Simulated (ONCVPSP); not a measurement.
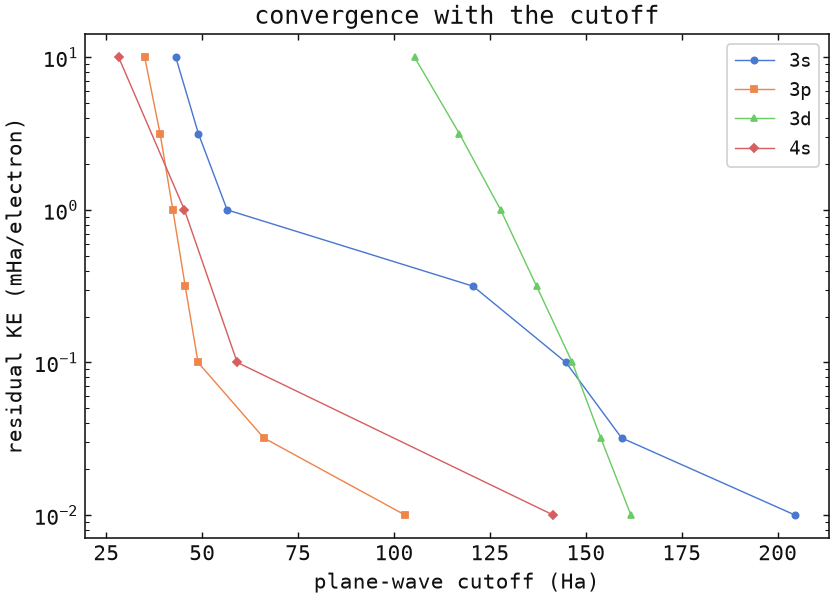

Residual kinetic energy of the pseudo-waves (the first of each channel, and further valence shells) beyond the plane-wave cutoff, as the generator prints it.

```yaml
element: zinc (Zn)
generator: ONCVPSP 4.0.1
type: optimised norm-conserving Vanderbilt (ONCV)
functional: PBE
relativity: scalar-relativistic
frozen_core: [Ne]
valence_charge: 20
reference_configuration: 3s2 3p6 3d10 4s2
partial_waves: 3s+4s: rc 0.90 bohr, ncon 4, nbas 7, qcut 10.5 1/bohr, 3 projectors, debl 1.3 Ha; 3p: rc 1.10 bohr, ncon 3, nbas 6, qcut 10 1/bohr, 2 projectors, debl 1.7 Ha; 3d: rc 0.95 bohr, ncon 4, nbas 9, qcut 19.5 1/bohr, 2 projectors, debl 1 Ha
local_potential: polynomial inside 0.60 bohr (lpopt 2, dvloc0 4 Ha)
core_correction: Teter function, fcfact 5.25, rcfact 1.35
```

In the p channel the program set the typed energies aside and used -3.065, 0.250 Ha.

> Which cutoffs does the potential need for its occupied states?

128 Ha for 1 mHa and 146 Ha for 0.1 mHa per electron. The first is set by 3d.

> Which wave is the hardest at 1 mHa per electron, and which settings govern it?

3d, with rc = 0.95 bohr and qcut = 19.5 1/bohr. The optimisation minimises, but can't always remove, the kinetic energy above qcut²/2 = 190.1 Ha, and a larger rc would as a rule soften the wave at some cost in transferability.

> Read the cutoffs for an error of 1 mHa per electron.

3d: 128 Ha; 3s: 56 Ha; 4s: 45 Ha; 3p: 42 Ha.

The potential isn't sound: its ghost test gives GHOST(-) flagged for s at -7410.8 eV; GHOST(+) flagged for p at 187.5 eV (flags above 300 eV left out).
